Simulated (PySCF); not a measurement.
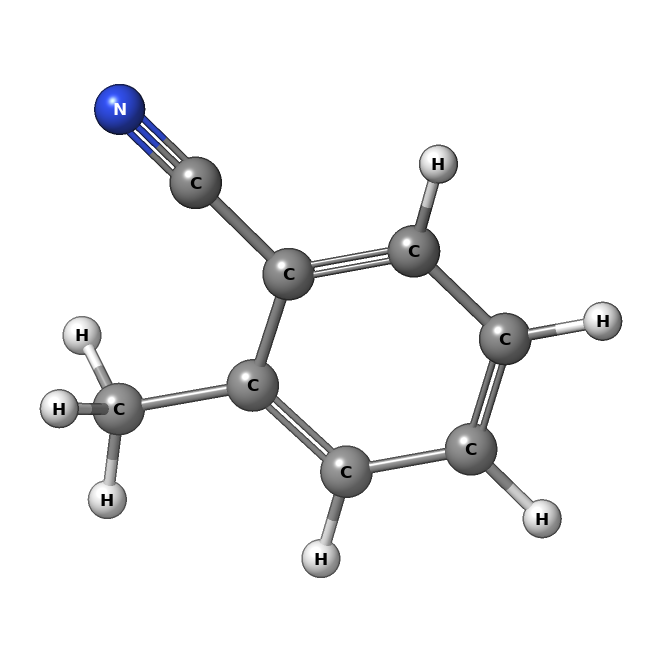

The picture shows a molecular structure as a ball-and-stick model. Multiple sticks mark multiple bonds (one Kekulé form).

> Give the formula.

C8H7N, 16 atoms: 8 carbon, 7 hydrogen and 1 nitrogen.

> Name some functional groups or characteristic bonds that it holds.

Among them: nitrile.

> Does it have rings?

Independent rings (smallest set): 1 of 6 members, 1 of them aromatic.

> Count the bonded pairs by element.

8 C–C, 7 C–H, 1 C–N.

The parts below concern this one geometry. Atoms keep their numbers from picture to picture. The computed structure is the end point of a PBE0-D3(BJ)/def2-SVP optimisation. No frequency run is at hand to confirm it as a minimum.

**Geometry**

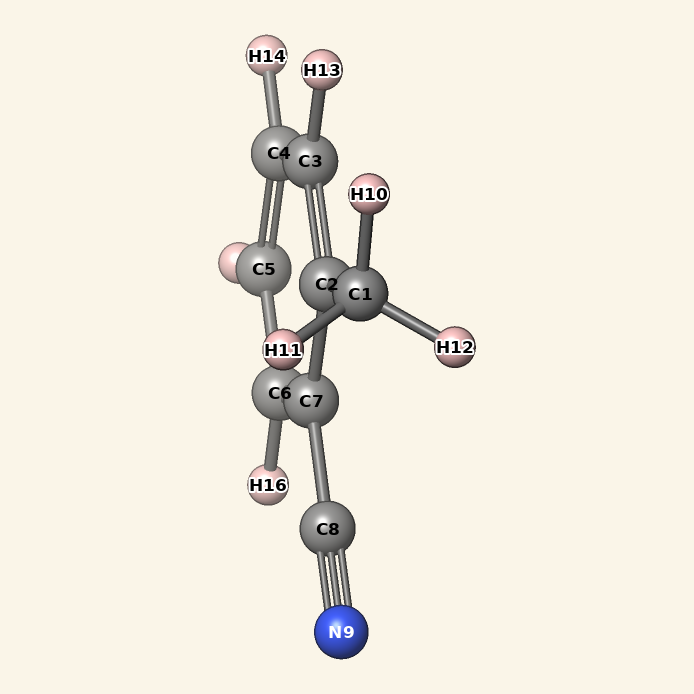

C2 lies behind C1. The molecule seen a little off the C1–C2 bond, C1 in front. Atoms fade into the background with distance from the viewer. No frequency run is at hand to confirm it as a minimum.

> What is the torsion angle H10–C1–C2–C3? The sign is positive where the front bond must turn clockwise to cover the back bond.

0°, synperiplanar (eclipsed).

**Dipole moment**

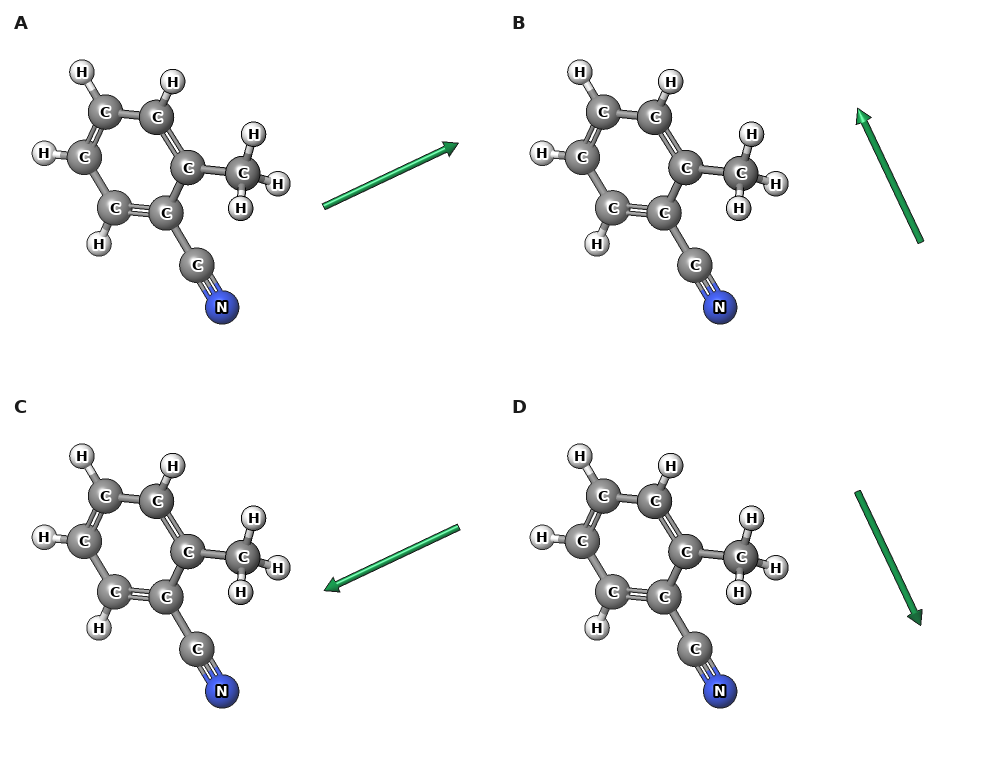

The same molecule four times, each with an arrow. No frequency run is at hand to confirm it as a minimum. Level of theory: PBE0/pcSseg-1 in chloroform (IEF-PCM) (PySCF 2.14.0).

> Which arrow points along the dipole moment, from the negative to the positive end?

B. The dipole moment is 5.32 D.

**Ring current**

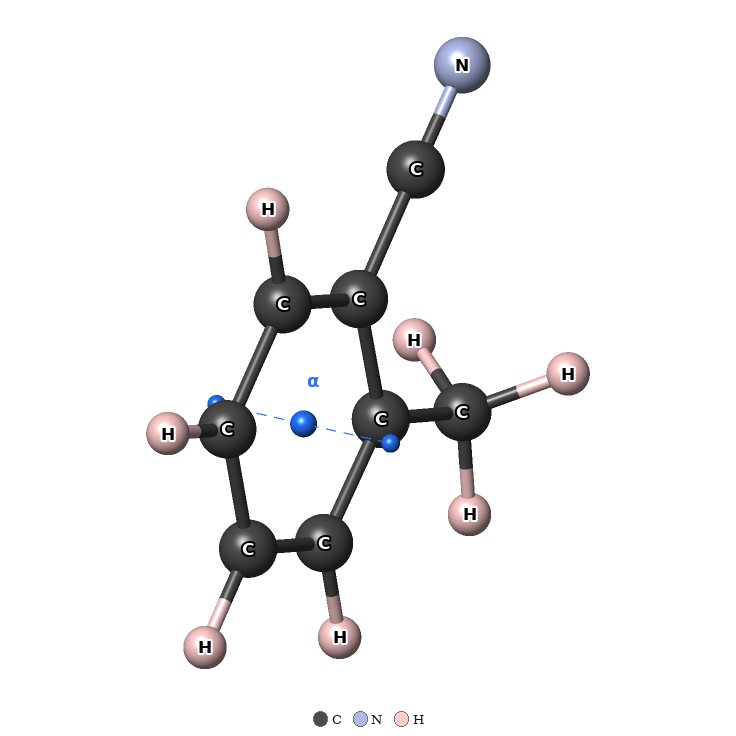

The small points mark where nucleus-independent chemical shifts (NICS) were computed: at the centre of each lettered ring and 1 Å above and below it. No frequency run is at hand to confirm it as a minimum. Method: GIAO PBE0/pcSseg-1 NMR shielding, non-relativistic, IEF-PCM acetone (PySCF 2.14.0).

Give NICS(0), NICS(1) and the out-of-plane component NICS(1)zz for each ring (means of the two sides).

```tsv
ring	members	NICS(0)	NICS(1)	NICS(1)zz
α	C6	−8.6	−11.2	−27.0
```

Values in ppm.

> What do the values say about the ring currents?

Ring α: diatropic, as in an aromatic ring. NICS is one index among several.

**NMR shielding**

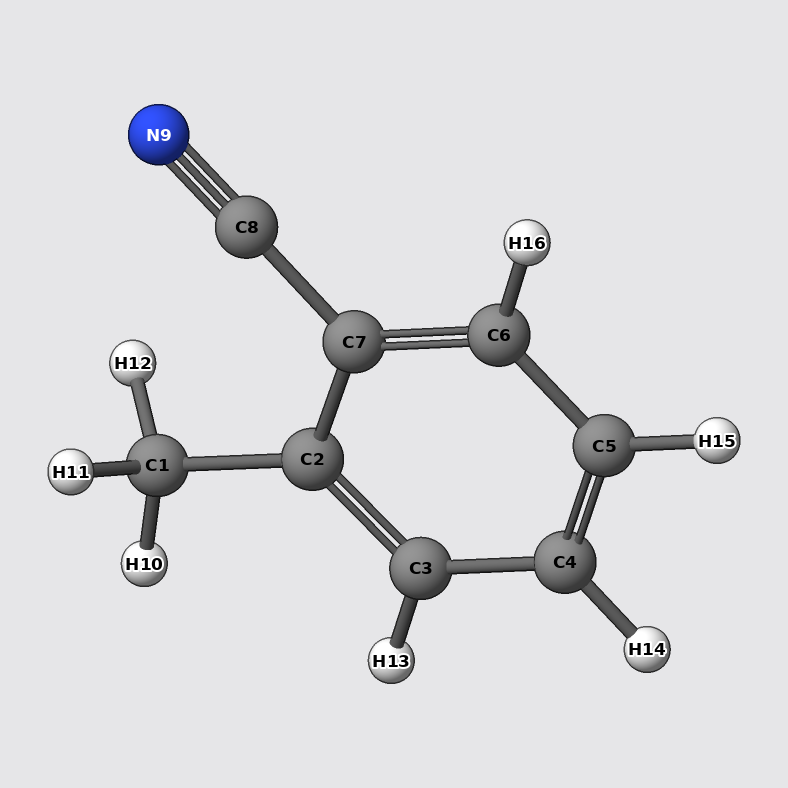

The questions are on isotropic NMR shieldings of the C atoms. No frequency run is at hand to confirm it as a minimum. Method: GIAO PBE0/pcSseg-1 NMR shielding, non-relativistic, IEF-PCM acetone (PySCF 2.14.0).

List the isotropic NMR shieldings of the C atoms.

```
atom  σ (ppm)
  C1    161.9
  C2     32.8
  C3     48.3
  C4     43.8
  C5     52.4
  C6     43.8
  C7     69.6
  C8     57.0
```

**Polarisability**

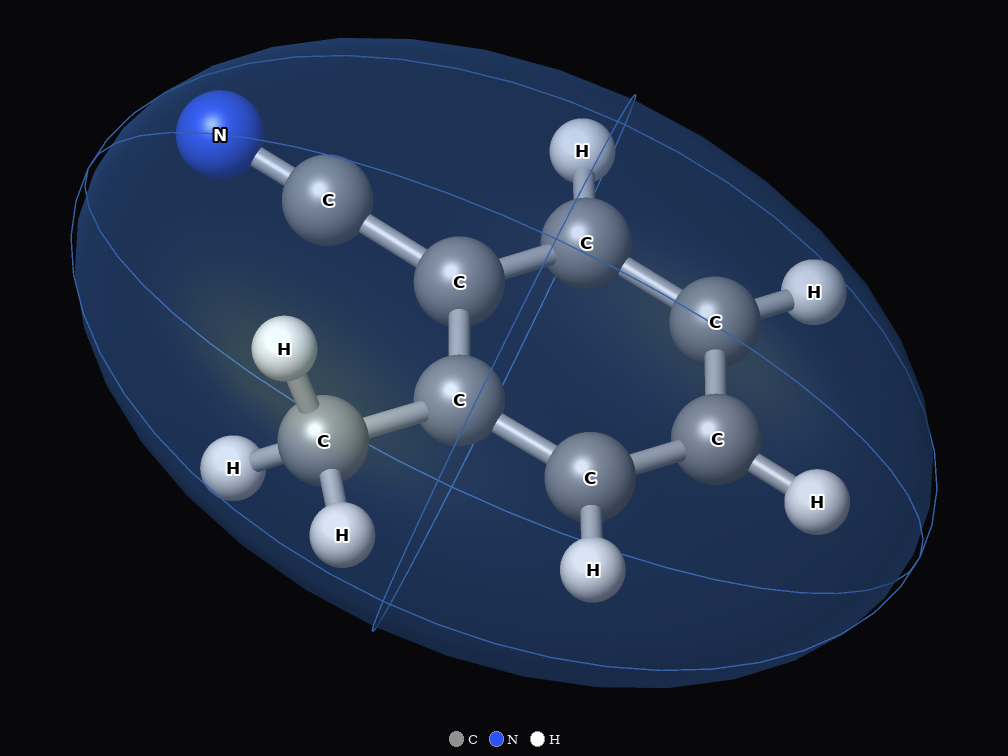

The ellipsoid shows the static dipole polarisability: its half-axes are proportional to the principal values. No frequency run is at hand to confirm it as a minimum. Level of theory: B3LYP/def2-SVPD (PySCF 2.14.0).

> How large and how anisotropic is the polarisability?

Principal values 57.5, 104.2, 132.4 bohr³; mean 98.1 bohr³ (14.53 Å³); anisotropy 65.5 bohr³, so the longest axis is 2.30 times the shortest.
